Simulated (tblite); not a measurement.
**C6H13NOSi2: frequency calculation**

- system: C6H13NOSi2, SMILES CC(=O)NC1=C(C[SiH3])C[SiH2]1
- method: GFN2-xTB harmonic vibrations, gas phase (tblite 0.8.0)

It belongs to a series of runs on one base structure; here: H on C replaced by NHCOCH3.

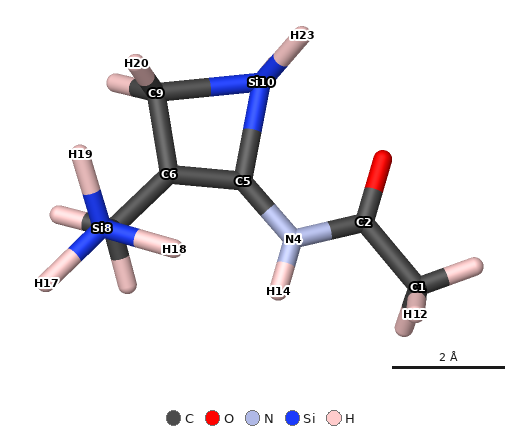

**Figure 1.** The structure as given in the input (stick view, seen at a tilt; atoms are numbered from 1 in the order of the input). Bond lengths as drawn: C–C 1.34 to 1.51 Å, C–H 1.09 Å, C–N 1.35 to 1.39 Å, C–O 1.22 Å, C–Si 1.87 to 1.96 Å, H–N 1.01 Å and H–Si 1.46 to 1.47 Å.

The input
```
{"job": {"kind": "ir", "xc": "GFN2-xTB", "basis": "xTB"}, "charge": 0, "multiplicity": 1}
C      3.658204    -0.733851     0.178040
C      2.466722     0.194034     0.211342
O      2.537892     1.362577     0.564369
N      1.297903    -0.355372    -0.186334
C      0.188817     0.476047    -0.169449
C     -1.106813     0.332636    -0.484800
C     -1.885536    -0.832363    -0.965471
Si    -2.652642    -1.790836     0.499922
C     -1.670645     1.702072    -0.178636
Si     0.124918     2.275850     0.341920
H      4.518269    -0.229504     0.608010
H      3.449948    -1.641362     0.741159
H      3.885123    -1.006491    -0.851351
H      1.241981    -1.323122    -0.471416
H     -2.683716    -0.489243    -1.626514
H     -1.247465    -1.506015    -1.543303
H     -3.403008    -2.933677    -0.027808
H     -1.569106    -2.274852     1.360193
H     -3.543149    -0.916348     1.258963
H     -2.430451     1.676614     0.602619
H     -2.122866     2.177026    -1.049643
H      0.700317     3.265248    -0.559094
H      0.240551     2.597916     1.757361
```

The first line tells a small driver script what to run in tblite; the rest is the geometry in Å.

Launch command:
```bash
OMP_NUM_THREADS=1 python <driver script> task.json out
```

The program's output
```
mode    cm-1     km/mol
  1      26.7      0.71
  2      60.4      2.74
  3      74.1      1.21
  4      85.1      8.19
  5      98.4      4.34
  6     108.9     12.83
  7     121.5      3.48
  8     173.2      0.45
  9     233.0     10.31
 10     317.5      4.39
 11     335.9      1.27
 12     418.7      6.90
 13     440.4     20.77
 14     472.9      1.00
 15     492.8    108.82
 16     504.6     31.25
 17     514.3      1.16
 18     533.0      3.89
 19     553.1     30.51
 20     593.8      4.83
 21     621.5     51.74
 22     636.5     38.68
 23     657.1    145.08
 24     721.9     12.41
 25     733.3     40.88
 26     744.8     49.74
 27     761.9    300.41
 28     777.9    133.33
 29     784.5    206.80
 30     790.5    342.44
 31     803.6    137.17
 32     922.8     73.26
 33     990.1      1.29
 34    1000.2      3.02
 35    1004.3     19.16
 36    1055.2      3.16
 37    1085.6      9.73
 38    1147.9      2.60
 39    1186.1     64.22
 40    1192.8     22.97
 41    1220.6      8.11
 42    1275.0    118.53
 43    1372.1     39.47
 44    1382.9    429.15
 45    1456.5     10.53
 46    1461.5      3.23
 47    1468.4      9.64
 48    1476.7      0.34
 49    1668.0    539.34
 50    1694.8      1.67
 51    2246.9    405.62
 52    2250.7    254.14
 53    2290.9    232.66
 54    2305.1    475.36
 55    2311.4    213.26
 56    2945.9     44.19
 57    2959.4     65.91
 58    2967.2     32.64
 59    2982.2     85.54
 60    3018.0     13.81
 61    3025.2     11.48
 62    3068.8      5.72
 63    3395.4      5.69
```

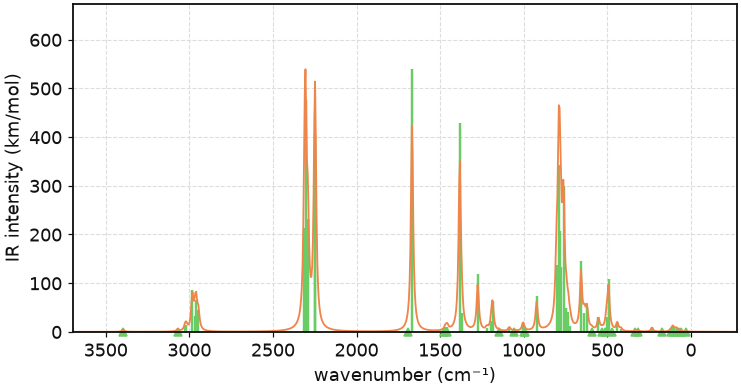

**Figure 2.** Harmonic infrared spectrum, unscaled: sticks (degenerate modes added up, dark ones marked on the axis) with a Lorentzian envelope of 16 cm⁻¹ full width, scaled to the tallest stick. 63 modes from 27 to 3395 cm⁻¹, none imaginary. The strongest line is at 1668 cm⁻¹ (539 km/mol).

Key numbers

| quantity | value |
| --- | --- |
| outcome | converged |
| total energy | −813.5842 eV |
| zero-point energy | 105.8180 kcal/mol |
| hardware | 1 CPU thread, shared host |
| wall time | 5.3 s |
| peak memory | 0.18 GiB |
